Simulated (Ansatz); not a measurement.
# BF₂HO + H₂ + H₂O: a complex and its separated parts

Aim: how far the complex at one end of a reaction step lies below its separated, relaxed parts, level by level.

Program: Ansatz 0.2.0, Gaussian basis. Level of theory: PBE0-D4/def2-TZVP structures, single points in def2-TZVPP, no counterpoise correction. These are calculated values, not measurements.

Levels: SPW92, PBE-D4, BLYP-D4, r2SCAN-D4, B97M-V, PBE0-D4, B3LYP-D4, r2SCAN0-D4, BHLYP-D4, CAM-B3LYP-D4, wB97X-V, wB97M-V, B2PLYP, PBE-QIDH, RPA on PBE, Hartree-Fock, MP2, CCSD, CCSD(T).

Correlated methods freeze the cores. B3LYP uses VWN-RPA correlation. B2PLYP carries no dispersion term here.

113 further runs of the same task are left out: 113 set aside as unsound or not needed. Runs told in other sessions of the task aren't counted.

**1. Starting geometry**

The complex: 10 atoms, charge 0, spin multiplicity 1.

Atoms are counted from 1 here; the program's logs count them from 0.

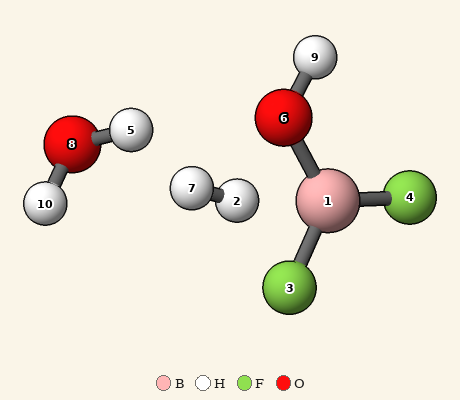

The starting geometry (boron pink, hydrogen white, fluorine green, oxygen red); atoms are numbered from 1 in the order of the file.

Coordinates:

```
B    -0.6622    0.5654   -1.1600
H    -0.5884   -2.1286   -0.0159
F     0.4663    0.3890   -1.8135
F    -1.7847    0.0919   -1.6752
H     0.9465    0.5443    1.1574
O    -0.6387    1.2527    0.0039
H    -0.0694   -1.8065    0.4188
O     1.4949   -0.1378    1.5599
H    -1.4972    1.3210    0.4298
H     2.3329   -0.0915    1.0947
```

Its parts: BF₂HO holds atoms 1, 3, 4, 6, 9; H₂ holds atoms 2, 7; H₂O holds atoms 5, 8, 10. Each part counts its atoms afresh in its own runs.

**2. Relaxing BF₂HO alone**

Input file relax-a/in.yaml:

```yaml
crystal:
  periodic: [false, false, false]
  atoms:
    - {symbol: B, position_ang: [-0.662248, 0.565428, -1.159997]}
    - {symbol: F, position_ang: [0.466264, 0.389032, -1.813476]}
    - {symbol: F, position_ang: [-1.784677, 0.091902, -1.675158]}
    - {symbol: O, position_ang: [-0.638707, 1.252748, 0.003893]}
    - {symbol: H, position_ang: [-1.497168, 1.320970, 0.429845]}
basis:
  gaussian: {orbitals: def2-TZVP}
hamiltonian: {xc: pbe0, dispersion: d4}
relax: {f_tol: 0.005, max_steps: 200}
```

Command:

```
$ ansatz run in.yaml --threads 4 --pin off --events-out ev --progress --plain --max-ram 9574MiB
```

The log of the run, cut to the lines that bear on the results:

```text
Functional definition: PBE0
  name "PBE0"
  cite "Adamo & Barone, J. Chem. Phys. 110, 6158 (1999) doi:10.1063/1.478522"
  cite "Perdew, Burke & Ernzerhof, Phys. Rev. Lett. 77, 3865 (1996) doi:10.1103/PhysRevLett.77.3865"
  parent pbe
[...]
676 factors; their error is unknown
[...]
mean field -8173.52815482 eV, -300.3716194732 hartree, gradient 4.3e-5 eV, S^2 0.000000; 0 other end points of the search recorded, 0 dependent functions left out
[...]
reference -8173.52817928 eV, -300.3716203720 hartree; 16, 16 occupied and 114, 114 virtual orbitals, 676 factors
[...]
reference -8173.53137409 eV, -300.3717377792 hartree; 16, 16 occupied and 114, 114 virtual orbitals, 676 factors
Total energy: -8173.57531062 eV, -300.3733524171 hartree
Atom 0 at    -0.659782     0.573973    -1.156076 Å, force    -0.000297     0.000002     0.000103 eV/Å
Atom 1 at     0.462970     0.388871    -1.819189 Å, force     0.000212    -0.000055    -0.000171 eV/Å
Atom 2 at    -1.782469     0.088745    -1.672139 Å, force     0.000081     0.000021     0.000012 eV/Å
Atom 3 at    -0.636462     1.241790     0.011656 Å, force     0.000094     0.000034     0.000044 eV/Å
Atom 4 at    -1.500792     1.326701     0.420856 Å, force    -0.000090    -0.000001     0.000012 eV/Å
Dipole moment:    -0.312290     0.094875     0.260772 e Å
```

Run time: 10 s. Hardware: 4 threads of Arm Neoverse N1, shared host.

Step by step: (the energy doesn't fall at every step)

| step | energy from step 1 (eV) | largest force component (eV/Å) |
| --- | --- | --- |
| 1 | 0.0000 | 0.3778 |
| 2 | 0.0077 | 0.4835 |
| 3 | -0.0022 | 0.1445 |
| 4 | -0.0032 | 0.0173 |
| 5 | -0.0032 | 0.0079 |
| 6 | -0.0032 | 0.0003 |

Distances of close pairs at the start and the end, largest changes first:

| bond | before (Å) | after (Å) | change (Å) |
| --- | --- | --- | --- |
| B1–O4 | 1.352 | 1.345 | -0.006 |
| B1–F3 | 1.323 | 1.327 | +0.005 |
| B1–F2 | 1.316 | 1.317 | +0.001 |
| O4–H5 | 0.961 | 0.960 | -0.001 |

**3. Relaxing H₂ alone**

Input file relax-b/in.yaml:

```yaml
crystal:
  periodic: [false, false, false]
  atoms:
    - {symbol: H, position_ang: [-0.588413, -2.128621, -0.015921]}
    - {symbol: H, position_ang: [-0.069399, -1.806456, 0.418836]}
basis:
  gaussian: {orbitals: def2-TZVP}
hamiltonian: {xc: pbe0, dispersion: d4}
relax: {f_tol: 0.005, max_steps: 200}
```

Command:

```
$ ansatz run in.yaml --threads 4 --pin off --events-out ev --progress --plain --max-ram 9574MiB
```

The log of the run, cut to the lines that bear on the results:

```text
[... 5 set-up lines as earlier in the session ...]
[...]
88 factors; their error is unknown
[...]
mean field -31.78841019 eV, -1.1682025274 hartree, gradient 1.7e-5 eV, S^2 0.000000; 0 other end points of the search recorded, 0 dependent functions left out
[...]
reference -31.78866851 eV, -1.1682120207 hartree; 1, 1 occupied and 11, 11 virtual orbitals, 88 factors
Total energy: -31.79027508 eV, -1.1682710608 hartree
Atom 0 at    -0.587167    -2.127847    -0.014877 Å, force     0.001724     0.001070     0.001444 eV/Å
Atom 1 at    -0.070645    -1.807230     0.417792 Å, force    -0.001724    -0.001070    -0.001444 eV/Å
Dipole moment:    -0.000000    -0.000000    -0.000000 e Å
```

Run time: 0.2 s. Hardware: 4 threads of Arm Neoverse N1, shared host.

Along the way:

| step | energy from step 1 (eV) | largest force component (eV/Å) |
| --- | --- | --- |
| 1 | 0.0000 | 0.0907 |
| 2 | -0.0002 | 0.0017 |

The bond:

| bond | before (Å) | after (Å) | change (Å) |
| --- | --- | --- | --- |
| H1–H2 | 0.750 | 0.746 | -0.004 |

**4. Relaxing H₂O alone**

Input file relax-c/in.yaml:

```yaml
crystal:
  periodic: [false, false, false]
  atoms:
    - {symbol: H, position_ang: [0.946501, 0.544268, 1.157419]}
    - {symbol: O, position_ang: [1.494949, -0.137758, 1.559892]}
    - {symbol: H, position_ang: [2.332897, -0.091513, 1.094666]}
basis:
  gaussian: {orbitals: def2-TZVP}
hamiltonian: {xc: pbe0, dispersion: d4}
relax: {f_tol: 0.005, max_steps: 200}
```

Command:

```
$ ansatz run in.yaml --threads 4 --pin off --events-out ev --progress --plain --max-ram 9574MiB
```

The log of the run, cut to the lines that bear on the results:

```text
[... 5 set-up lines as earlier in the session ...]
[...]
239 factors; their error is unknown
[...]
mean field -2078.33270047 eV, -76.3773179977 hartree, gradient 1.4e-5 eV, S^2 0.000000; 0 other end points of the search recorded, 0 dependent functions left out
[...]
reference -2078.33309081 eV, -76.3773323426 hartree; 5, 5 occupied and 38, 38 virtual orbitals, 239 factors
Total energy: -2078.33734652 eV, -76.3774887369 hartree
Atom 0 at     0.948384     0.542810     1.157924 Å, force     0.000589     0.000442    -0.000734 eV/Å
Atom 1 at     1.493906    -0.136832     1.559495 Å, force    -0.000512    -0.001203     0.001451 eV/Å
Atom 2 at     2.332057    -0.090981     1.094558 Å, force    -0.000077     0.000761    -0.000717 eV/Å
Dipole moment:     0.107907     0.267526    -0.319526 e Å
```

Wall time 0.8 s (4 threads of Arm Neoverse N1, shared host).

Step by step:

| step | energy from step 1 (eV) | largest force component (eV/Å) |
| --- | --- | --- |
| 1 | 0.0000 | 0.1370 |
| 2 | -0.0004 | 0.0299 |
| 3 | -0.0004 | 0.0015 |

Distances of close pairs at the start and the end, largest changes first:

| bond | before (Å) | after (Å) | change (Å) |
| --- | --- | --- | --- |
| H1–O2 | 0.963 | 0.960 | -0.004 |
| O2–H3 | 0.960 | 0.960 | +0.000 |

**5. SPW92/def2-TZVPP**

Input file parta/in.yaml:

```yaml
crystal:
  periodic: [false, false, false]
  atoms:
    - {symbol: B, position_ang: [-0.659782, 0.573973, -1.156076]}
    - {symbol: F, position_ang: [0.462970, 0.388871, -1.819189]}
    - {symbol: F, position_ang: [-1.782469, 0.088745, -1.672139]}
    - {symbol: O, position_ang: [-0.636462, 1.241790, 0.011656]}
    - {symbol: H, position_ang: [-1.500792, 1.326701, 0.420856]}
basis:
  gaussian: {orbitals: def2-TZVPP}
hamiltonian: {xc: lda}
```

Input file partb/in.yaml:

```yaml
crystal:
  periodic: [false, false, false]
  atoms:
    - {symbol: H, position_ang: [-0.587167, -2.127847, -0.014877]}
    - {symbol: H, position_ang: [-0.070645, -1.807230, 0.417792]}
basis:
  gaussian: {orbitals: def2-TZVPP}
hamiltonian: {xc: lda}
```

Input file partc/in.yaml:

```yaml
crystal:
  periodic: [false, false, false]
  atoms:
    - {symbol: H, position_ang: [0.948384, 0.542810, 1.157924]}
    - {symbol: O, position_ang: [1.493906, -0.136832, 1.559495]}
    - {symbol: H, position_ang: [2.332057, -0.090981, 1.094558]}
basis:
  gaussian: {orbitals: def2-TZVPP}
hamiltonian: {xc: lda}
```

The same command starts each run, in its folder.

Command:

```
$ ansatz run in.yaml --threads 4 --pin off --events-out ev --progress --plain --max-ram 9574MiB
```

Output in parta, cut to the lines that bear on the results:

```text
Functional definition: SPW92
  name "SPW92"
  cite "Dirac, Proc. Camb. Phil. Soc. 26, 376 (1930) doi:10.1017/S0305004100016108"
  cite "Slater, Phys. Rev. 81, 385 (1951) doi:10.1103/PhysRev.81.385"
  cite "Perdew & Wang, Phys. Rev. B 45, 13244 (1992) doi:10.1103/PhysRevB.45.13244"
[...]
691 factors; their error is unknown
[...]
mean field -8125.31749936 eV, -298.5999105633 hartree, gradient 7.9e-5 eV, S^2 0.000000; 0 other end points of the search recorded, 0 dependent functions left out
reference -8125.31753176 eV, -298.5999117543 hartree; 16, 16 occupied and 122, 122 virtual orbitals, 691 factors
Total energy: -8125.31753176 eV, -298.5999117543 hartree
```

Output in partb, cut to the lines that bear on the results:

```text
[... 5 set-up lines as earlier in the session ...]
[...]
118 factors; their error is unknown
[...]
mean field -30.93531114 eV, -1.1368517156 hartree, gradient 4.4e-5 eV, S^2 0.000000; 0 other end points of the search recorded, 0 dependent functions left out
reference -30.93533182 eV, -1.1368524755 hartree; 1, 1 occupied and 27, 27 virtual orbitals, 118 factors
Total energy: -30.93533182 eV, -1.1368524755 hartree
```

Output in partc, cut to the lines that bear on the results:

```text
[... 5 set-up lines as earlier in the session ...]
[...]
269 factors; their error is unknown
[...]
mean field -2065.39693178 eV, -75.9019372665 hartree, gradient 5.3e-5 eV, S^2 0.000000; 0 other end points of the search recorded, 0 dependent functions left out
reference -2065.39695061 eV, -75.9019379585 hartree; 5, 5 occupied and 54, 54 virtual orbitals, 269 factors
Total energy: -2065.39695061 eV, -75.9019379585 hartree
```

Wall times: 0.55 s (parta), 0.1 s (partb), 0.2 s (partc) on 4 threads of Arm Neoverse N1, shared host.

**6. PBE-D4/def2-TZVPP**

Each input of step 5 (parta, partb, partc) changes in the same lines:

```diff
-hamiltonian: {xc: lda}
+hamiltonian: {xc: pbe, dispersion: d4}
```

Each run has its own folder and the same command.

Command:

```
$ ansatz run in.yaml --threads 4 --pin off --events-out ev --progress --plain --max-ram 9574MiB
```

Output in parta, cut to the lines that bear on the results:

```text
Functional definition: PBE
  name "PBE"
[... 2 set-up lines as earlier in the session ...]
[...]
691 factors; their error is unknown
[...]
mean field -8173.43067505 eV, -300.3680371576 hartree, gradient 1.2e-5 eV, S^2 0.000000; 0 other end points of the search recorded, 0 dependent functions left out
reference -8173.43071047 eV, -300.3680384594 hartree; 16, 16 occupied and 122, 122 virtual orbitals, 691 factors
Total energy: -8173.48454298 eV, -300.3700167676 hartree
```

Output in partb, cut to the lines that bear on the results:

```text
[... 4 set-up lines as earlier in the session ...]
[...]
118 factors; their error is unknown
[...]
mean field -31.73222556 eV, -1.1661377803 hartree, gradient 3.1e-5 eV, S^2 0.000000; 0 other end points of the search recorded, 0 dependent functions left out
reference -31.73224723 eV, -1.1661385769 hartree; 1, 1 occupied and 27, 27 virtual orbitals, 118 factors
Total energy: -31.73426647 eV, -1.1662127824 hartree
```

Output in partc, cut to the lines that bear on the results:

```text
[... 4 set-up lines as earlier in the session ...]
[...]
269 factors; their error is unknown
[...]
mean field -2078.40754524 eV, -76.3800684923 hartree, gradient 4.4e-5 eV, S^2 0.000000; 0 other end points of the search recorded, 0 dependent functions left out
reference -2078.40756571 eV, -76.3800692446 hartree; 5, 5 occupied and 54, 54 virtual orbitals, 269 factors
Total energy: -2078.41288261 eV, -76.3802646372 hartree
```

Times: 0.95 s (parta), 0.1 s (partb), 0.2 s (partc) on 4 threads of Arm Neoverse N1, shared host.

**7. BLYP-D4/def2-TZVPP**

Each input of step 6 (parta, partb, partc) changes in the same lines:

```diff
-hamiltonian: {xc: pbe, dispersion: d4}
+hamiltonian: {xc: {name: BLYP}, dispersion: d4}
```

The same command starts each run, in its folder.

Command:

```
$ ansatz run in.yaml --threads 4 --pin off --events-out ev --progress --plain --max-ram 9574MiB
```

parta printed, cut to the lines that bear on the results:

```text
Functional definition: BLYP
  name "BLYP"
  cite "Becke, Phys. Rev. A 38, 3098 (1988) doi:10.1103/PhysRevA.38.3098"
  cite "Lee, Yang & Parr, Phys. Rev. B 37, 785 (1988) doi:10.1103/PhysRevB.37.785"
[...]
691 factors; their error is unknown
[...]
mean field -8180.91603278 eV, -300.6431189806 hartree, gradient 1.1e-5 eV, S^2 0.000000; 0 other end points of the search recorded, 0 dependent functions left out
reference -8180.91630170 eV, -300.6431288632 hartree; 16, 16 occupied and 122, 122 virtual orbitals, 691 factors
Total energy: -8181.04245942 eV, -300.6477650741 hartree
```

partb printed, cut to the lines that bear on the results:

```text
[... 4 set-up lines as earlier in the session ...]
[...]
118 factors; their error is unknown
[...]
mean field -31.82604701 eV, -1.1695856551 hartree, gradient 8.3e-5 eV, S^2 0.000000; 0 other end points of the search recorded, 0 dependent functions left out
reference -31.82623943 eV, -1.1695927266 hartree; 1, 1 occupied and 27, 27 virtual orbitals, 118 factors
Total energy: -31.83113735 eV, -1.1697727218 hartree
```

Log of partc, cut to the lines that bear on the results:

```text
[... 4 set-up lines as earlier in the session ...]
[...]
269 factors; their error is unknown
[...]
mean field -2080.27676379 eV, -76.4487610070 hartree, gradient 8.6e-5 eV, S^2 0.000000; 0 other end points of the search recorded, 0 dependent functions left out
reference -2080.27695334 eV, -76.4487679728 hartree; 5, 5 occupied and 54, 54 virtual orbitals, 269 factors
Total energy: -2080.28979538 eV, -76.4492399093 hartree
```

Wall times: 1 s (parta), 0.15 s (partb), 0.25 s (partc) on 4 threads of Arm Neoverse N1, shared host.

**8. r2SCAN-D4/def2-TZVPP**

The same edit goes into each in.yaml of step 7 (parta, partb, partc):

```diff
-hamiltonian: {xc: {name: BLYP}, dispersion: d4}
+hamiltonian: {xc: r2scan, dispersion: d4}
```

The same command starts each run, in its folder.

Command:

```
$ ansatz run in.yaml --threads 4 --pin off --events-out ev --progress --plain --max-ram 9574MiB
```

parta printed, cut to the lines that bear on the results:

```text
Functional definition: r2SCAN
  name "r2SCAN"
  cite "Furness, Kaplan, Ning, Perdew & Sun, J. Phys. Chem. Lett. 11, 8208 (2020) doi:10.1021/acs.jpclett.0c02405"
  cite "Furness, Kaplan, Ning, Perdew & Sun, J. Phys. Chem. Lett. 11, 9248 (2020) doi:10.1021/acs.jpclett.0c03077"
  parent r2scan
[...]
691 factors; their error is unknown
[...]
mean field -8178.24567067 eV, -300.5449849829 hartree, gradient 3.2e-5 eV, S^2 0.000000; 0 other end points of the search recorded, 0 dependent functions left out
reference -8178.24568089 eV, -300.5449853588 hartree; 16, 16 occupied and 122, 122 virtual orbitals, 691 factors
Total energy: -8178.25811901 eV, -300.5454424513 hartree
```

Log of partb, cut to the lines that bear on the results:

```text
[... 5 set-up lines as earlier in the session ...]
[...]
118 factors; their error is unknown
[...]
mean field -31.87204682 eV, -1.1712761169 hartree, gradient 4.1e-5 eV, S^2 0.000000; 0 other end points of the search recorded, 0 dependent functions left out
reference -31.87205343 eV, -1.1712763601 hartree; 1, 1 occupied and 27, 27 virtual orbitals, 118 factors
Total energy: -31.87255482 eV, -1.1712947856 hartree
```

partc printed, cut to the lines that bear on the results:

```text
[... 5 set-up lines as earlier in the session ...]
[...]
269 factors; their error is unknown
[...]
mean field -2079.58113233 eV, -76.4231970223 hartree, gradient 8.5e-5 eV, S^2 0.000000; 0 other end points of the search recorded, 0 dependent functions left out
reference -2079.58113753 eV, -76.4231972135 hartree; 5, 5 occupied and 54, 54 virtual orbitals, 269 factors
Total energy: -2079.58241002 eV, -76.4232439767 hartree
```

They took 1.9 s (parta), 0.5 s (partb), 0.7 s (partc) on 4 threads of Arm Neoverse N1, shared host.

**9. B97M-V/def2-TZVPP**

The same edit goes into each in.yaml of step 8 (parta, partb, partc):

```diff
-hamiltonian: {xc: r2scan, dispersion: d4}
+hamiltonian: {xc: {name: B97M-V}}
```

The same command starts each run, in its folder.

Command:

```
$ ansatz run in.yaml --threads 4 --pin off --events-out ev --progress --plain --max-ram 9574MiB
```

parta printed, cut to the lines that bear on the results:

```text
Functional definition: B97M-V
  name "B97M-V"
  cite "Mardirossian & Head-Gordon, J. Chem. Phys. 142, 074111 (2015) doi:10.1063/1.4907719"
  cite "Becke, J. Chem. Phys. 107, 8554 (1997) doi:10.1063/1.475007"
  cite "Vydrov & Van Voorhis, J. Chem. Phys. 133, 244103 (2010) doi:10.1063/1.3521275"
  # Of w^i u^j: cxij and so on, Table III.
[...]
  gx(w, u) = cx00 + cx01*u + cx02*u^2 + (cx10 + cx11*u)*w
[...]
  gos(w, u) = cos00 + cos01*u + cos03*u^3 + cos10*w + cos32*w^3*u^2
[...]
      + integral(e_c_pw_mod_opposite_spin*gos(b97_w_opposite, b97_u_opposite)) + vv10(b, c)
691 factors; their error is unknown
[...]
mean field -8179.58205952 eV, -300.5940963676 hartree, gradient 4.6e-5 eV, S^2 0.000000; 0 other end points of the search recorded, 0 dependent functions left out
reference -8179.58210967 eV, -300.5940982106 hartree; 16, 16 occupied and 122, 122 virtual orbitals, 691 factors
Total energy: -8179.58210967 eV, -300.5940982106 hartree
```

Output in partb, cut to the lines that bear on the results:

```text
[... 5 set-up lines as earlier in the session ...]
  # Of w^i u^j: cxij and so on, Table III.
[...]
  gx(w, u) = cx00 + cx01*u + cx02*u^2 + (cx10 + cx11*u)*w
  gss(w, u) = css00 + css02*u^2 + css10*w + (css32*w^3 + css42*w^4)*u^2
  gos(w, u) = cos00 + cos01*u + cos03*u^3 + cos10*w + cos32*w^3*u^2
[...]
      + integral(e_c_pw_mod_opposite_spin*gos(b97_w_opposite, b97_u_opposite)) + vv10(b, c)
118 factors; their error is unknown
[...]
mean field -31.90528153 eV, -1.1724974700 hartree, gradient 8.2e-6 eV, S^2 0.000000; 0 other end points of the search recorded, 0 dependent functions left out
reference -31.90531121 eV, -1.1724985608 hartree; 1, 1 occupied and 27, 27 virtual orbitals, 118 factors
Total energy: -31.90531121 eV, -1.1724985608 hartree
```

Log of partc, cut to the lines that bear on the results:

```text
[... 5 set-up lines as earlier in the session ...]
  # Of w^i u^j: cxij and so on, Table III.
[...]
  gx(w, u) = cx00 + cx01*u + cx02*u^2 + (cx10 + cx11*u)*w
[...]
  gos(w, u) = cos00 + cos01*u + cos03*u^3 + cos10*w + cos32*w^3*u^2
[...]
      + integral(e_c_pw_mod_opposite_spin*gos(b97_w_opposite, b97_u_opposite)) + vv10(b, c)
269 factors; their error is unknown
[...]
mean field -2079.93549574 eV, -76.4362196376 hartree, gradient 2.9e-5 eV, S^2 0.000000; 0 other end points of the search recorded, 0 dependent functions left out
reference -2079.93552256 eV, -76.4362206230 hartree; 5, 5 occupied and 54, 54 virtual orbitals, 269 factors
Total energy: -2079.93552256 eV, -76.4362206230 hartree
```

They took 3.5 s (parta), 0.25 s (partb), 0.7 s (partc) on 4 threads of Arm Neoverse N1, shared host.

**10. PBE0-D4/def2-TZVPP**

The same edit goes into each in.yaml of step 9 (parta, partb, partc):

```diff
-hamiltonian: {xc: {name: B97M-V}}
+hamiltonian: {xc: pbe0, dispersion: d4}
+output: {orbitals: {seedname: orbitals}}
```

One command serves all of them, each in its own folder.

Command:

```
$ ansatz run in.yaml --threads 4 --pin off --events-out ev --progress --plain --max-ram 9574MiB
```

Output in parta, cut to the lines that bear on the results:

```text
[... 5 set-up lines as earlier in the session ...]
[...]
691 factors; their error is unknown
[...]
mean field -8173.57062871 eV, -300.3731803600 hartree, gradient 5.4e-5 eV, S^2 0.000000; 0 other end points of the search recorded, 0 dependent functions left out
reference -8173.57065330 eV, -300.3731812637 hartree; 16, 16 occupied and 122, 122 virtual orbitals, 691 factors
Total energy: -8173.61458984 eV, -300.3747959016 hartree
```

Log of partb, cut to the lines that bear on the results:

```text
[... 5 set-up lines as earlier in the session ...]
[...]
118 factors; their error is unknown
[...]
mean field -31.79610690 eV, -1.1684853763 hartree, gradient 5.5e-5 eV, S^2 0.000000; 0 other end points of the search recorded, 0 dependent functions left out
reference -31.79612289 eV, -1.1684859640 hartree; 1, 1 occupied and 27, 27 virtual orbitals, 118 factors
Total energy: -31.79772945 eV, -1.1685450040 hartree
```

Output in partc, cut to the lines that bear on the results:

```text
[... 5 set-up lines as earlier in the session ...]
[...]
269 factors; their error is unknown
[...]
mean field -2078.42781584 eV, -76.3808134232 hartree, gradient 1.2e-5 eV, S^2 0.000000; 0 other end points of the search recorded, 0 dependent functions left out
reference -2078.42783034 eV, -76.3808139562 hartree; 5, 5 occupied and 54, 54 virtual orbitals, 269 factors
Total energy: -2078.43208605 eV, -76.3809703503 hartree
```

Wall times: 1.1 s (parta), 0.1 s (partb), 0.25 s (partc) on 4 threads of Arm Neoverse N1, shared host.

[end of part 1 of 3]
